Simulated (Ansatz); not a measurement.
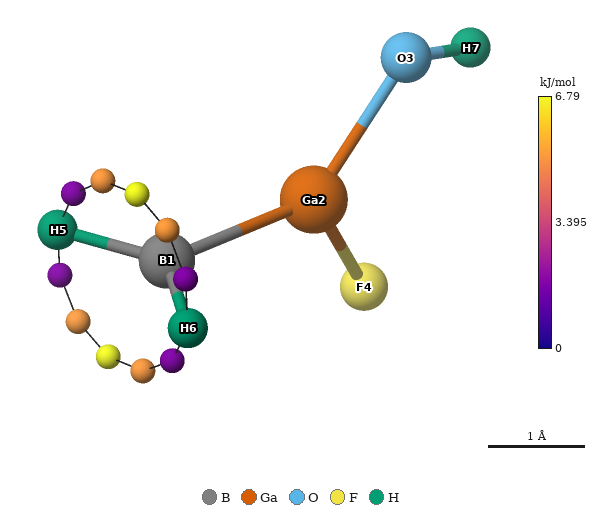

A nudged-elastic-band calculation for GaBH₃OF. Images are numbered from 0 (start) to 6 (end). The start is drawn whole; smaller spheres mark the moving atoms (H) in the later images, joined by lines and coloured by the energy of the image relative to the start. Style: ball-and-stick. Shown from a free direction.

Computed with RKS r2SCAN-D4/def2-SVP in Ansatz.

Input
```yaml
crystal:
  periodic: [false, false, false]
  atoms:
    - { symbol: B, position_ang: [-0.865834, 1.320924, -0.093034] }
    - { symbol: Ga, position_ang: [0.083684, -0.507714, -0.012189] }
    - { symbol: O, position_ang: [1.81237, -0.788998, 0.303719] }
    - { symbol: F, position_ang: [-0.76777, -2.036244, -0.260442] }
    - { symbol: H, position_ang: [-0.965412, 1.923277, -1.132463] }
    - { symbol: H, position_ang: [-1.344245, 1.815856, 0.896504] }
    - { symbol: H, position_ang: [2.047217, -1.727101, 0.297905] }
basis:
  gaussian: { orbitals: def2-SVP }
hamiltonian:
  xc: r2scan
  dispersion: d4
neb:
  order_check: false
  images: 5
  f_tol: 0.03
  max_iterations: 60
  final_atoms:
    - { symbol: B, position_ang: [-0.86520714, 1.32040566, -0.09277302] }
    - { symbol: Ga, position_ang: [0.08282454, -0.50852396, -0.01358776] }
    - { symbol: O, position_ang: [1.81122353, -0.78772042, 0.30681911] }
    - { symbol: F, position_ang: [-0.76703834, -2.03719962, -0.26689695] }
    - { symbol: H, position_ang: [-1.35012083, 1.81086694, 0.89589708] }
    - { symbol: H, position_ang: [-0.95791812, 1.92795289, -1.12987988] }
    - { symbol: H, position_ang: [2.04624637, -1.72578149, 0.30042142] }
  initial_path:
    images:
      - { positions_ang: [[-0.865834, 1.320924, -0.093034], [0.083684, -0.507714, -0.012189], [1.81237, -0.788998, 0.303719], [-0.76777, -2.036244, -0.260442], [-0.965412, 1.923277, -1.132463], [-1.344245, 1.815856, 0.896504], [2.047217, -1.727101, 0.297905]] }
      - { positions_ang: [[-0.86303264, 1.3199733, -0.08853908], [0.06683316, -0.51667343, -0.05549728], [1.73038416, -0.8138738, 0.40290037], [-0.72978555, -2.0165736, -0.48716776], [-1.27473812, 1.77752913, -0.94922865], [-1.00443841, 1.94435986, 0.75100944], [2.07478741, -1.69474145, 0.42652296]] }
      - { positions_ang: [[-0.86023129, 1.31902259, -0.08404416], [0.04998232, -0.52563285, -0.09880555], [1.64839831, -0.83874961, 0.50208174], [-0.6918011, -1.99690319, -0.71389353], [-1.58406424, 1.63178125, -0.76599431], [-0.66463182, 2.07286371, 0.60551489], [2.10235782, -1.6623819, 0.55514092]] }
      - { positions_ang: [[-0.85742993, 1.31807189, -0.07954925], [0.03313149, -0.53459228, -0.14211383], [1.56641247, -0.86362541, 0.60126311], [-0.65381665, -1.97723279, -0.94061929], [-1.89339037, 1.48603338, -0.58275996], [-0.32482523, 2.20136757, 0.46002033], [2.12992823, -1.63002236, 0.68375888]] }
      - { positions_ang: [[-0.86002233, 1.31884981, -0.08395717], [0.04969584, -0.52590284, -0.0992718], [1.64801615, -0.83832375, 0.50311511], [-0.69155721, -1.99722174, -0.71604518], [-1.71230052, 1.59431123, -0.08987428], [-0.5358562, 2.11022934, -0.0699464], [2.10203427, -1.66194207, 0.55597973]] }
      - { positions_ang: [[-0.86261473, 1.31962774, -0.0883651], [0.06626019, -0.5172134, -0.05642978], [1.72961984, -0.81302208, 0.40496711], [-0.72929778, -2.01721068, -0.49147107], [-1.53121068, 1.70258909, 0.4030114], [-0.74688716, 2.01909111, -0.59991314], [2.07414032, -1.69386178, 0.42820058]] }
      - { positions_ang: [[-0.86520714, 1.32040566, -0.09277302], [0.08282454, -0.50852396, -0.01358776], [1.81122353, -0.78772042, 0.30681911], [-0.76703834, -2.03719962, -0.26689695], [-1.35012083, 1.81086694, 0.89589708], [-0.95791812, 1.92795289, -1.12987988], [2.04624637, -1.72578149, 0.30042142]] }
```

Launched with:
```bash
ansatz run input.yaml --threads 2 --pin off --max-ram 3072MiB --backend cpu --events-out ev --progress --plain --runs-dir out
```

Question: What moves, how far, and at what cost in energy?

Answer: The motion is a rotation about the B1–Ga2 bond by about 180°. No bond forms or breaks between the ends. The two ends have the same energy, and the highest point, image 3, lies 6.8 kJ/mol above the start. The band is converged. At the top, the vibrational analysis gives one imaginary mode (135i cm⁻¹), as a transition state must have.
